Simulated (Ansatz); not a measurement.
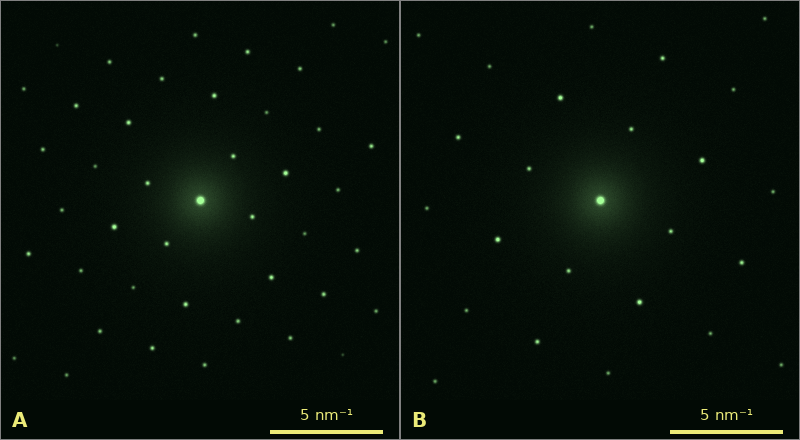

Kinematic electron diffraction patterns (200 kV, B = 0.5 Å², same scale, each along a low-index zone) of two structures of composition TlB2, each relaxed at zero pressure with Ansatz 0.2.0, DFT PBE, scalar-relativistic, plane waves, PAW.

The structures (standard cells):
1. Fm-3m (No. 225), a = 5.735 Å, 12 atoms; generated start, possibly hypothetical
2. Fd-3m (No. 227), a = 6.997 Å, 24 atoms; generated start, possibly hypothetical

Q: Which pattern belongs to which structure, and along which zone?

A: A is structure 2 along [110] or an equivalent direction: centred rectangular net of -1 1 -1 at d = 4.04 Å and -1 1 1 at d = 4.04 Å, 70.5° apart (some points of this net are extinct or too weak to see). B is structure 1 along [001] or an equivalent direction: square net of 2 0 0 at d = 2.87 Å and 0 2 0 at d = 2.87 Å, 90.0° apart.

Q: Which structure lies lowest at this level of theory, and by how much?

A: Structure 2 (Fd-3m, 14.28 Å³ an atom) is the lowest of these; structure 1 (Fm-3m, 15.72 Å³ an atom) lies about 100 meV an atom higher. These are static energies at 0 K; other structures, not shown, may lie lower still.
